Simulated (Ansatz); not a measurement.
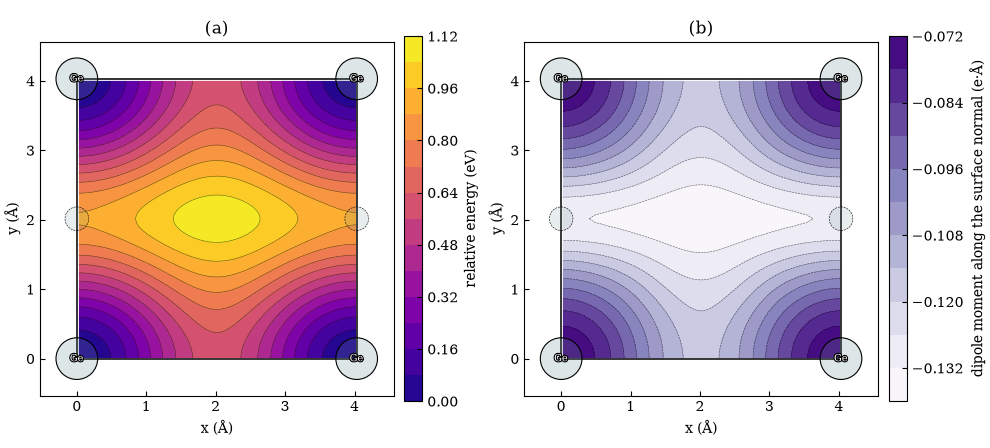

H on a Ge(100) slab cut from the Fd-3m phase, its upper half relaxed before the scan (4 atoms of substrate and one adsorbate in a 1 × 1 cell). H is moved over the surface cell at a fixed height above a rigid substrate; the origin of the map has the adsorbate above Ge4; the height is held at 2.50 Å. Places are given modulo a cell vector. The map is drawn in real space over the plane of the surface. Grid: 8 × 8 points; 25 points were computed and 39 follow by symmetry. All energies are given in eV relative to the lowest grid point. The runs have no spin polarisation, so an open-shell adsorbate far from the surface lies too high. With one adsorbate in each 1 × 1 cell, its nearest image is 4.0 Å away, so neighbouring adsorbates interact. At a fixed height the lowest place need not be the adsorption site. All numbers below come from Ansatz, DFT PBE+D3(BJ), scalar-relativistic, plane waves, PAW. Settings: cutoff 420 eV, k-mesh 7×7×1, gaussian smearing 0.1 eV, no spin polarisation.

Panel (a) is the energy and panel (b) the computed dipole moment along the surface normal on the same grid.

Drawn: filled contours, labelled circles for the atoms of the top layer and small ones for the second layer, the outline of one cell of the plane. Between grid points the surface is interpolated.

Question: How does the dipole moment along the surface normal vary over the map, and what is it at the lowest grid point?

Answer: It runs from −0.14 e·Å at a fourfold hollow over a third-layer Ge atom, (4/8, 4/8) of the cell vectors to −0.07 e·Å at the top site over a surface Ge atom, (0/8, 0/8) of the cell vectors. At the lowest grid point, the top site over a surface Ge atom, (0/8, 0/8) of the cell vectors, it is −0.07 e·Å.

| second ↓, first → | 0/8 | 1/8 | 2/8 | 3/8 | 4/8 | 5/8 | 6/8 | 7/8 |
| --- | --- | --- | --- | --- | --- | --- | --- | --- |
| 7/8 | −0.08 | −0.08 | −0.10 | −0.11 | −0.12 | −0.11 | −0.10 | −0.08 |
| 6/8 | −0.10 | −0.10 | −0.11 | −0.12 | −0.12 | −0.12 | −0.11 | −0.10 |
| 5/8 | −0.12 | −0.12 | −0.12 | −0.13 | −0.13 | −0.13 | −0.12 | −0.12 |
| 4/8 | −0.13 | −0.13 | −0.13 | −0.14 | −0.14 | −0.14 | −0.13 | −0.13 |
| 3/8 | −0.12 | −0.12 | −0.12 | −0.13 | −0.13 | −0.13 | −0.12 | −0.12 |
| 2/8 | −0.10 | −0.10 | −0.11 | −0.12 | −0.12 | −0.12 | −0.11 | −0.10 |
| 1/8 | −0.08 | −0.08 | −0.10 | −0.11 | −0.12 | −0.11 | −0.10 | −0.08 |
| 0/8 | −0.07 | −0.08 | −0.09 | −0.11 | −0.12 | −0.11 | −0.09 | −0.08 |

PAW datasets: the set soft_1.
